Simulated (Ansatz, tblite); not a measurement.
**SnClH3 (SnH₃Cl): removing and adding an electron**

Aim: the energy of removing and adding an electron for SnClH3 (SnH₃Cl), by energy differences, and how well orbital energies stand in for it.

Program: Ansatz 0.2.0, Gaussian basis. Level of theory: as each input shows. These are calculated values, not measurements.

The runs, in order: charge +1 doublet, at the geometry of the singlet (PBE0-D4/def2-TZVP, PBE-D4/def2-TZVP, r2SCAN-D4/def2-TZVP, CCSD(T)/def2-TZVPP); charge -1 doublet, at the geometry of the singlet (PBE0-D4/def2-TZVPD, PBE-D4/def2-TZVPD, r2SCAN-D4/def2-TZVPD, CCSD(T)/def2-TZVPD); the starting singlet's energies come from earlier runs.

2 further runs of the same task are left out: 2 set aside as unsound or not needed. Runs told in other sessions of the task aren't counted.

## (1) The structure

The singlet was relaxed beforehand with PBE0-D4/def2-TZVP.

5 atoms, charge 0, spin multiplicity 1.

Atoms are counted from 1 here; the program's logs count them from 0.

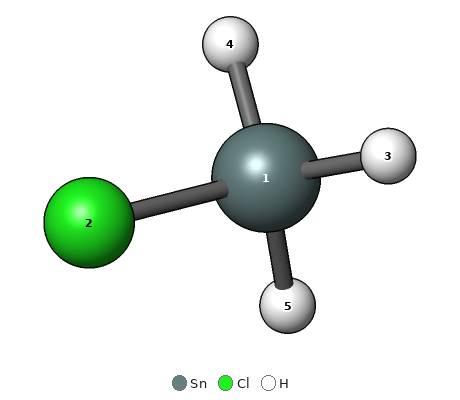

The structure; tin teal, chlorine green, hydrogen white; atoms are numbered from 1 in the order of the file.

Sn takes a core potential in the def2 sets. No spin-orbit coupling is included.

## (2) Charge +1 doublet at the fixed geometry, PBE0-D4/def2-TZVP

The input, in.yaml:

```yaml
crystal:
  periodic: [false, false, false]
  atoms:
    - {symbol: Sn, position_ang: [-0.001067, 0.001690, -0.182730]}
    - {symbol: Cl, position_ang: [0.012462, -0.019863, 2.150128]}
    - {symbol: H, position_ang: [1.629032, 0.010897, -0.665195]}
    - {symbol: H, position_ang: [-0.824319, 1.417689, -0.638028]}
    - {symbol: H, position_ang: [-0.816107, -1.410403, -0.664175]}
basis:
  gaussian: {orbitals: def2-TZVP}
total_charge: 1
magnetization: {spin_polarized: true, initial_magnetization: 1}
hamiltonian: {xc: pbe0, dispersion: d4}
output: {orbitals: {seedname: orbitals}}
```

Started as:

```sh
> ansatz run in.yaml --threads 4 --pin off --events-out ev --progress --plain --max-ram 3916MiB
```

What it wrote:

```text
Functional definition: PBE0
  name "PBE0"
  cite "Adamo & Barone, J. Chem. Phys. 110, 6158 (1999) doi:10.1063/1.478522"
  cite "Perdew, Burke & Ernzerhof, Phys. Rev. Lett. 77, 3865 (1996) doi:10.1103/PhysRevLett.77.3865"
  parent pbe
  parameter a = 0.25
  parameter kappa = 0.804
  parameter beta = 0.06672455060314922
  exchange = (1 - a)*pbe_x(kappa = kappa, mu = beta*pi^2/3) + a*exact_x
  correlation = pbe_c(beta = beta)
861 factors; their error is unknown
mean field evaluation 1: about -18384.7241 eV, gradient 2.6e1 eV
mean field evaluation 2: about -18373.3718 eV, gradient 5.1e1 eV
mean field evaluation 4: about -18388.8548 eV, gradient 4.1e0 eV
mean field evaluation 8: about -18388.9646 eV, gradient 1.0e-1 eV
mean field evaluation 16: about -18389.0765 eV, gradient 4.2e-4 eV
mean field evaluation 32: about -18387.7197 eV, gradient 1.2e1 eV
mean field evaluation 64: about -18389.0765 eV, gradient 1.3e-3 eV
mean field -18389.07647346 eV, -675.7860958358 hartree, gradient 8.3e-6 eV, S^2 0.759406; 7 other end points of the search recorded, 0 dependent functions left out
reference -18389.07650420 eV, -675.7860969658 hartree; 21, 20 occupied and 84, 85 virtual orbitals, 861 factors
Total energy: -18389.13266154 eV, -675.7881607099 hartree
```

Run time: 16 s. Hardware: 4 threads of Arm Neoverse V2, shared host.

Report: HOMO -14.92 eV, LUMO -13.14 eV (over both spins); ⟨S²⟩ 0.759 (pure: 0.75).

## (3) Charge +1 doublet at the fixed geometry, PBE-D4/def2-TZVP

start.molden holds the orbitals of an earlier run on this state, given as this run's starting guess.

in.yaml, as its differences from that of step 2:

```diff
@@ -9,6 +9,7 @@
 basis:
-  gaussian: {orbitals: def2-TZVP}
+  gaussian: {orbitals: def2-TZVP, initial_orbitals: start.molden}
 total_charge: 1
 magnetization: {spin_polarized: true, initial_magnetization: 1}
-hamiltonian: {xc: pbe0, dispersion: d4}
+hamiltonian: {xc: pbe, dispersion: d4}
+scf: {omitted_lower_state_checks: [starts]}
 output: {orbitals: {seedname: orbitals}}
```

The command is unchanged.

What it wrote:

```text
Functional definition: PBE
  name "PBE"
  cite "Perdew, Burke & Ernzerhof, Phys. Rev. Lett. 77, 3865 (1996) doi:10.1103/PhysRevLett.77.3865"
  parent pbe
  parameter kappa = 0.804
  parameter beta = 0.06672455060314922
  exchange = pbe_x(kappa = kappa, mu = beta*pi^2/3)
  correlation = pbe_c(beta = beta)
these checks for a lower state are left out or cut short: starts
776 factors; their error is unknown
mean field evaluation 1: about -18387.9022 eV, gradient 6.4e0 eV
mean field evaluation 2: about -18387.9916 eV, gradient 1.7e-1 eV
mean field evaluation 4: about -18387.9889 eV, gradient 4.8e-3 eV
mean field evaluation 8: about -18387.9889 eV, gradient 2.6e-5 eV
mean field -18387.98887068 eV, -675.7461271710 hartree, gradient 6.4e-6 eV, S^2 0.754256; 0 other end points of the search recorded, 0 dependent functions left out
reference -18387.98891230 eV, -675.7461287006 hartree; 21, 20 occupied and 84, 85 virtual orbitals, 776 factors
Total energy: -18388.05556347 eV, -675.7485780859 hartree
Checks for a lower state left out: starts
```

It took 1.9 s on 4 threads of Arm Neoverse V2, shared host.

From the report: HOMO -13.69 eV, LUMO -13.75 eV (over both spins; with the spin held, an empty level of the minority spin lies below the top filled one); ⟨S²⟩ 0.754 (pure: 0.75).

## (4) Charge +1 doublet at the fixed geometry, r2SCAN-D4/def2-TZVP

in.yaml, as its differences from that of step 3:

```diff
@@ -12,3 +12,3 @@
 magnetization: {spin_polarized: true, initial_magnetization: 1}
-hamiltonian: {xc: pbe, dispersion: d4}
+hamiltonian: {xc: r2scan, dispersion: d4}
 scf: {omitted_lower_state_checks: [starts]}
```

Same command.

What it wrote:

```text
Functional definition: r2SCAN
  name "r2SCAN"
  cite "Furness, Kaplan, Ning, Perdew & Sun, J. Phys. Chem. Lett. 11, 8208 (2020) doi:10.1021/acs.jpclett.0c02405"
  cite "Furness, Kaplan, Ning, Perdew & Sun, J. Phys. Chem. Lett. 11, 9248 (2020) doi:10.1021/acs.jpclett.0c03077"
  parent r2scan
  parameter k0 = 0.174
  parameter k1 = 0.065
  parameter a1 = 4.9479
  exchange = r2scan_x(k0 = k0, k1 = k1, a1 = a1)
  correlation = r2scan_c
these checks for a lower state are left out or cut short: starts
776 factors; their error is unknown
mean field evaluation 1: about -18394.5370 eV, gradient 5.0e0 eV
mean field evaluation 2: about -18394.5720 eV, gradient 9.5e-2 eV
mean field evaluation 4: about -18394.5671 eV, gradient 2.2e-3 eV
mean field evaluation 8: about -18394.5671 eV, gradient 6.7e-5 eV
mean field -18394.56709925 eV, -675.9878726121 hartree, gradient 4.5e-6 eV, S^2 0.759394; 0 other end points of the search recorded, 0 dependent functions left out
reference -18394.56711250 eV, -675.9878730991 hartree; 21, 20 occupied and 84, 85 virtual orbitals, 776 factors
Total energy: -18394.58107275 eV, -675.9883861287 hartree
Checks for a lower state left out: starts
```

It took 4.5 s on 4 threads of Arm Neoverse V2, shared host.

HOMO -14.00 eV, LUMO -13.79 eV (over both spins); ⟨S²⟩ 0.759 (pure: 0.75).

## (5) Charge +1 doublet at the fixed geometry, CCSD(T)/def2-TZVPP

in.yaml, as its differences from that of step 4:

```diff
@@ -9,7 +9,7 @@
 basis:
-  gaussian: {orbitals: def2-TZVP, initial_orbitals: start.molden}
+  gaussian: {orbitals: def2-TZVPP, initial_orbitals: start.molden}
 total_charge: 1
 magnetization: {spin_polarized: true, initial_magnetization: 1}
-hamiltonian: {xc: r2scan, dispersion: d4}
-scf: {omitted_lower_state_checks: [starts]}
+correlation: {method: ccsd_t}
+scf: {omitted_lower_state_checks: [starts, cluster_reference]}
 output: {orbitals: {seedname: orbitals}}
```

Same command.

What it wrote (excerpt; [...] marks lines left out):

```text
Functional definition: HF
  name "HF"
  cite "Fock, Z. Phys. 61, 126 (1930) doi:10.1007/BF01340294"
  parent pbe
[...]
934 factors; integrals over basis functions are off by at most 1.2e-3 eV
[...]
mean field -18347.54187880 eV, -674.2597276353 hartree, gradient 2.1e-10 eV, S^2 0.762396; 0 other end points of the search recorded, 0 dependent functions left out
9 core orbitals not correlated: weight in the atoms' cores, before any rotation towards them, 1.000 or more for the frozen orbitals, at most 0.000 for the correlated occupied ones
reference -18347.54187880 eV, -674.2597276353 hartree; 12, 11 occupied and 113, 114 virtual orbitals, 934 factors
second order -13.17977642 eV of doubles, -0.00000000 eV of singles
cycle   1  -13.61884631 eV  change   -4.4e-1 eV  update   9.5e-2
[...]
cycle  11  -14.14752499 eV  change   -2.7e-5 eV  update   2.6e-5
perturbative correction -0.44695902 eV, -0.0164254410 hartree
Total energy: -18362.13636281 eV, -674.7960650303 hartree
Checks for a lower state left out: starts, cluster_reference
```

It took 28 s on 4 threads of Arm Neoverse V2, shared host; peak memory 1.7 GiB.

Hartree-Fock HOMO -17.66 eV, LUMO -8.63 eV (over both spins); ⟨S²⟩ 0.762 (pure: 0.75); T1 0.035.

## (6) Vertical ionisation energy

Charged state less starting state, singlet to doublet; the starting state's energies are those of its earlier runs.

Differences are taken before rounding.

| method | vertical ionisation energy (eV) | from CCSD(T)/def2-TZVPP (eV) | time |
| --- | --- | --- | --- |
| HF/def2-TZVPP | 10.25 | -0.85 |  |
| PBE-D4/def2-TZVP | 10.59 | -0.51 | 2.3 s |
| r2SCAN-D4/def2-TZVP | 10.78 | -0.31 | 5.8 s |
| PBE0-D4/def2-TZVP | 10.92 | -0.18 | 17 s |
| MP2/def2-TZVPP | 11.33 | +0.24 |  |
| CCSD/def2-TZVPP | 11.07 | -0.02 |  |
| CCSD(T)/def2-TZVPP | 11.10 | 0 | 34 s |

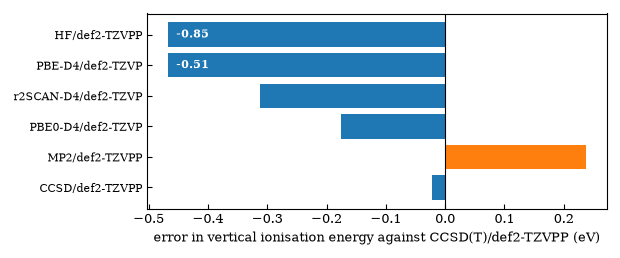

Error of each method against CCSD(T)/def2-TZVPP. Bars with a number in them are cut short.

Times add the two runs; a level without a time comes out of a correlated run.

Beside −ε(HOMO) of the starting state:

| level | −ε(HOMO) (eV) | by difference (eV) | mismatch (eV) |
| --- | --- | --- | --- |
| PBE-D4/def2-TZVP | 7.27 | 10.59 | -3.32 |
| r2SCAN-D4/def2-TZVP | 7.62 | 10.78 | -3.17 |
| PBE0-D4/def2-TZVP | 8.63 | 10.92 | -2.29 |

## (7) Charge -1 doublet at the fixed geometry, PBE0-D4/def2-TZVPD

in.yaml, as its differences from that of step 5:

```diff
@@ -9,7 +9,6 @@
 basis:
-  gaussian: {orbitals: def2-TZVPP, initial_orbitals: start.molden}
-total_charge: 1
+  gaussian: {orbitals: def2-TZVPD}
+total_charge: -1
 magnetization: {spin_polarized: true, initial_magnetization: 1}
-correlation: {method: ccsd_t}
-scf: {omitted_lower_state_checks: [starts, cluster_reference]}
+hamiltonian: {xc: pbe0, dispersion: d4}
 output: {orbitals: {seedname: orbitals}}
```

The command is unchanged.

What it wrote:

```text
Functional definition: PBE0
  name "PBE0"
  cite "Adamo & Barone, J. Chem. Phys. 110, 6158 (1999) doi:10.1063/1.478522"
  cite "Perdew, Burke & Ernzerhof, Phys. Rev. Lett. 77, 3865 (1996) doi:10.1103/PhysRevLett.77.3865"
  parent pbe
  parameter a = 0.25
  parameter kappa = 0.804
  parameter beta = 0.06672455060314922
  exchange = (1 - a)*pbe_x(kappa = kappa, mu = beta*pi^2/3) + a*exact_x
  correlation = pbe_c(beta = beta)
949 factors; their error is unknown
mean field evaluation 1: about -18397.5868 eV, gradient 1.7e1 eV
mean field evaluation 2: about -18397.1946 eV, gradient 2.2e1 eV
mean field evaluation 4: about -18399.3548 eV, gradient 8.4e-1 eV
mean field evaluation 8: about -18399.4505 eV, gradient 1.5e-1 eV
mean field evaluation 16: about -18399.5563 eV, gradient 2.5e-3 eV
mean field evaluation 32: about -18399.5033 eV, gradient 7.0e-1 eV
mean field -18399.55627707 eV, -676.1712215152 hartree, gradient 1.2e-5 eV, S^2 0.751628; 5 other end points of the search recorded, 0 dependent functions left out
reference -18399.55631423 eV, -676.1712228808 hartree; 22, 21 occupied and 107, 108 virtual orbitals, 949 factors
Total energy: -18399.65336218 eV, -676.1747893273 hartree
```

It took 2.9 s on 4 threads of Arm Neoverse V2, shared host.

Report: HOMO 1.87 eV, LUMO 3.22 eV (over both spins); ⟨S²⟩ 0.752 (pure: 0.75). Doubts: highest occupied level lies above zero.

## (8) Charge -1 doublet at the fixed geometry, PBE-D4/def2-TZVPD

in.yaml, as its differences from that of step 7:

```diff
@@ -9,6 +9,7 @@
 basis:
-  gaussian: {orbitals: def2-TZVPD}
+  gaussian: {orbitals: def2-TZVPD, initial_orbitals: start.molden}
 total_charge: -1
 magnetization: {spin_polarized: true, initial_magnetization: 1}
-hamiltonian: {xc: pbe0, dispersion: d4}
+hamiltonian: {xc: pbe, dispersion: d4}
+scf: {omitted_lower_state_checks: [starts]}
 output: {orbitals: {seedname: orbitals}}
```

The command is unchanged.

What it wrote:

```text
Functional definition: PBE
  name "PBE"
  cite "Perdew, Burke & Ernzerhof, Phys. Rev. Lett. 77, 3865 (1996) doi:10.1103/PhysRevLett.77.3865"
  parent pbe
  parameter kappa = 0.804
  parameter beta = 0.06672455060314922
  exchange = pbe_x(kappa = kappa, mu = beta*pi^2/3)
  correlation = pbe_c(beta = beta)
these checks for a lower state are left out or cut short: starts
837 factors; their error is unknown
mean field evaluation 1: about -18398.1889 eV, gradient 6.4e0 eV
mean field evaluation 2: about -18398.2598 eV, gradient 1.4e-1 eV
mean field evaluation 4: about -18398.2541 eV, gradient 7.7e-3 eV
mean field evaluation 8: about -18398.2541 eV, gradient 2.9e-5 eV
mean field -18398.25412552 eV, -676.1233683283 hartree, gradient 1.0e-5 eV, S^2 0.750713; 0 other end points of the search recorded, 0 dependent functions left out
reference -18398.25417296 eV, -676.1233700716 hartree; 22, 21 occupied and 107, 108 virtual orbitals, 837 factors
Total energy: -18398.36910046 eV, -676.1275935794 hartree
Checks for a lower state left out: starts
```

Wall time 1.5 s (4 threads of Arm Neoverse V2, shared host).

Report: HOMO 2.27 eV, LUMO 2.73 eV (over both spins); ⟨S²⟩ 0.751 (pure: 0.75). Doubts: highest occupied level lies above zero.

## (9) Charge -1 doublet at the fixed geometry, r2SCAN-D4/def2-TZVPD

in.yaml, as its differences from that of step 8:

```diff
@@ -12,3 +12,3 @@
 magnetization: {spin_polarized: true, initial_magnetization: 1}
-hamiltonian: {xc: pbe, dispersion: d4}
+hamiltonian: {xc: r2scan, dispersion: d4}
 scf: {omitted_lower_state_checks: [starts]}
```

Same command.

What it wrote:

```text
Functional definition: r2SCAN
  name "r2SCAN"
  cite "Furness, Kaplan, Ning, Perdew & Sun, J. Phys. Chem. Lett. 11, 8208 (2020) doi:10.1021/acs.jpclett.0c02405"
  cite "Furness, Kaplan, Ning, Perdew & Sun, J. Phys. Chem. Lett. 11, 9248 (2020) doi:10.1021/acs.jpclett.0c03077"
  parent r2scan
  parameter k0 = 0.174
  parameter k1 = 0.065
  parameter a1 = 4.9479
  exchange = r2scan_x(k0 = k0, k1 = k1, a1 = a1)
  correlation = r2scan_c
these checks for a lower state are left out or cut short: starts
837 factors; their error is unknown
mean field evaluation 1: about -18404.9167 eV, gradient 5.0e0 eV
mean field evaluation 2: about -18404.9463 eV, gradient 5.9e-2 eV
mean field evaluation 4: about -18404.9365 eV, gradient 1.2e-3 eV
mean field evaluation 8: about -18404.9365 eV, gradient 2.8e-5 eV
mean field -18404.93653311 eV, -676.3689422777 hartree, gradient 1.2e-5 eV, S^2 0.752762; 0 other end points of the search recorded, 0 dependent functions left out
reference -18404.93656302 eV, -676.3689433769 hartree; 22, 21 occupied and 107, 108 virtual orbitals, 837 factors
Total energy: -18404.96216404 eV, -676.3698841971 hartree
Checks for a lower state left out: starts
```

It took 3.2 s on 4 threads of Arm Neoverse V2, shared host.

From the report: HOMO 2.28 eV, LUMO 3.11 eV (over both spins); ⟨S²⟩ 0.753 (pure: 0.75). Doubts: highest occupied level lies above zero.

## (10) Charge -1 doublet at the fixed geometry, CCSD(T)/def2-TZVPD

in.yaml, as its differences from that of step 9:

```diff
@@ -12,4 +12,4 @@
 magnetization: {spin_polarized: true, initial_magnetization: 1}
-hamiltonian: {xc: r2scan, dispersion: d4}
-scf: {omitted_lower_state_checks: [starts]}
+correlation: {method: ccsd_t}
+scf: {omitted_lower_state_checks: [starts, cluster_reference]}
 output: {orbitals: {seedname: orbitals}}
```

Launched as before.

What it wrote (excerpt; [...] marks lines left out):

```text
Functional definition: HF
  name "HF"
  cite "Fock, Z. Phys. 61, 126 (1930) doi:10.1007/BF01340294"
  parent pbe
[...]
1008 factors; integrals over basis functions are off by at most 1.0e-3 eV
[...]
mean field -18356.53601308 eV, -674.5902559735 hartree, gradient 3.0e-6 eV, S^2 0.755612; 0 other end points of the search recorded, 0 dependent functions left out
9 core orbitals not correlated: weight in the atoms' cores, before any rotation towards them, 1.000 or more for the frozen orbitals, at most 0.000 for the correlated occupied ones
reference -18356.53601308 eV, -674.5902559735 hartree; 13, 12 occupied and 107, 108 virtual orbitals, 1008 factors
second order -14.51099738 eV of doubles, -0.00000000 eV of singles
cycle   1  -14.76788703 eV  change   -2.6e-1 eV  update   1.2e-1
[...]
cycle  15  -15.29498590 eV  change    3.6e-6 eV  update   1.7e-5
perturbative correction -0.52382992 eV, -0.0192503945 hartree
Total energy: -18372.35482890 eV, -675.1715867327 hartree
Checks for a lower state left out: starts, cluster_reference
```

Wall time 34 s (4 threads of Arm Neoverse V2, shared host); peak memory 1.6 GiB.

Report: Hartree-Fock HOMO 0.99 eV, LUMO 4.32 eV (over both spins); ⟨S²⟩ 0.756 (pure: 0.75); T1 0.040. Doubts: highest occupied level lies above zero.

## (11) Vertical electron affinity

Starting state less charged state (positive: the electron is bound), singlet to doublet; the starting state's energies are those of its earlier runs.

Differences are taken before rounding.

| method | vertical electron affinity (eV) | from CCSD(T)/def2-TZVPD (eV) | time |
| --- | --- | --- | --- |
| HF/def2-TZVPD | -1.25 | -0.61 |  |
| PBE-D4/def2-TZVPD | -0.30 | +0.35 | 2.1 s |
| r2SCAN-D4/def2-TZVPD | -0.42 | +0.23 | 4.6 s |
| PBE0-D4/def2-TZVPD | -0.42 | +0.23 | 3.7 s |
| MP2/def2-TZVPD | -0.73 | -0.09 |  |
| CCSD/def2-TZVPD | -0.70 | -0.05 |  |
| CCSD(T)/def2-TZVPD | -0.65 | 0 | 40 s |

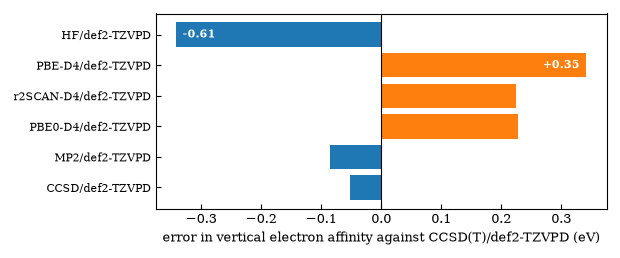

Deviations from CCSD(T)/def2-TZVPD, method by method. Bars with a number in them are cut short.

Times add the two runs; a level without a time comes out of a correlated run.

Beside −ε(LUMO) of the starting state:

```
               level  −ε(LUMO) (eV)  by difference (eV)  mismatch (eV)
   PBE-D4/def2-TZVPD           1.81               -0.30          +2.11
r2SCAN-D4/def2-TZVPD           1.44               -0.42          +1.86
  PBE0-D4/def2-TZVPD           1.00               -0.42          +1.42
```

## (12) Results

| quantity | value |
| --- | --- |
| vertical ionisation energy, functionals in def2-TZVP | 10.59 (PBE-D4) to 10.92 eV (PBE0-D4) |
| vertical ionisation energy, CCSD(T)/def2-TZVPP | 11.10 eV |
| vertical electron affinity, functionals in def2-TZVPD | -0.42 (r2SCAN-D4) to -0.30 eV (PBE-D4) |
| vertical electron affinity, CCSD(T)/def2-TZVPD | -0.65 eV |

In words: The vertical ionisation energy spans 10.59 to 10.92 eV over the functionals, beside 11.10 eV from CCSD(T)/def2-TZVPP. −ε(HOMO) misses the level's own difference by -2.29 eV at best (PBE0-D4) and -3.32 eV at worst (PBE-D4). The reference is CCSD(T) in one finite basis, so it carries an error of its own, often a tenth of an eV or more, and near misses can't be ranked. The vertical electron affinity spans -0.42 to -0.30 eV over the functionals, beside -0.65 eV from CCSD(T)/def2-TZVPD. A negative affinity means an unbound electron, held by the basis alone. −ε(LUMO) misses the level's own difference by +1.42 eV at best (PBE0-D4) and +2.11 eV at worst (PBE-D4).
